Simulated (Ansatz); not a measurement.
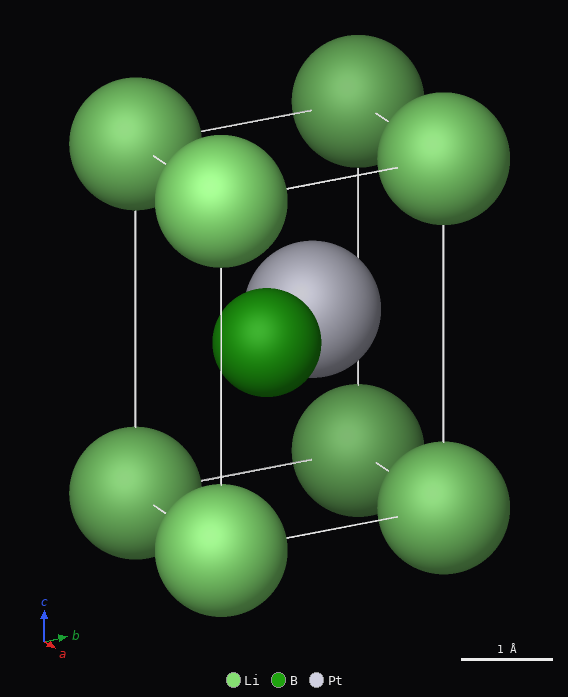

A spheres-only rendering, viewed slightly off an axis. The wireframe shows the simulation cell.

The input file of the run:
```yaml
crystal:
  lattice:
    - [3.512487224, 0.0, 0.0]
    - [-1.756243612, 3.0419031664, 0.0]
    - [0.0, 0.0, 3.9270314001]
  atoms:
    - { symbol: Li, position: [0.0, 0.0, 0.0] }
    - { symbol: B, position: [0.6666666667, 0.3333333333, 0.5] }
    - { symbol: Pt, position: [0.3333333333, 0.6666666667, 0.5] }
basis:
  ecutwfc: 420
kpoints:
  mp_grid: { grid: [18, 18, 12] }
  band_path:
    path:
      - [[0.0, 0.0, 0.0], [0.5, 0.0, 0.0], [0.33333333, 0.33333333, 0.0], [0.0, 0.0, 0.0], [0.0, 0.0, 0.5], [0.5, 0.0, 0.5], [0.33333333, 0.33333333, 0.5], [0.0, 0.0, 0.5]]
      - [[0.5, 0.0, 0.5], [0.5, 0.0, 0.0]]
      - [[0.33333333, 0.33333333, 0.5], [0.33333333, 0.33333333, 0.0]]
    npoints: 14
hamiltonian:
  xc: pbe
scf:
  occupations: { method: gaussian, width: 0.1 }
  n_extra_bands: 7
output:
  forces: true
  stress: true
  eigenvalues: true
  populations: true
  dos: { projected: true, de: 0.02, nscf_kmesh: { grid: [22, 22, 15] } }
  bader: true
  write_density: true
  write_potential: true
  elf: true
  volumetric_format: npy
```
Run as:
```sh
ansatz run input.yaml --threads 1 --pin off --max-ram 2560MiB --backend cpu --events-out ev --progress --plain --runs-dir out
```

Results below were computed with DFT PBE, scalar-relativistic, plane waves, PAW in Ansatz 0.2.0; the settings were plane-wave cutoff 420 eV, k-grid 18×18×12, Gaussian smearing of 0.1 eV, no spin polarisation.

How charged are the atoms, by the Bader scheme?

Answer. Li +0.86 e; B +0.34 e; Pt -1.21 e.

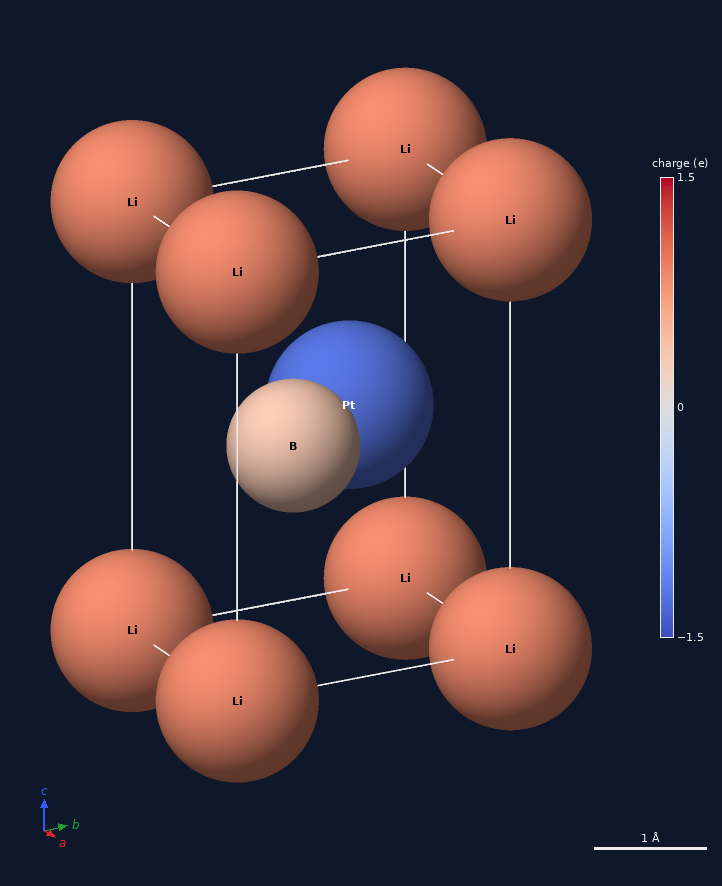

The atoms coloured by those charges.

The initial geometry was a structure type filled with these elements by a generator (whether the compound takes this form wasn't checked). Earlier steps of the study may have refined or changed the cell and positions. It went into a calculation with Ansatz.
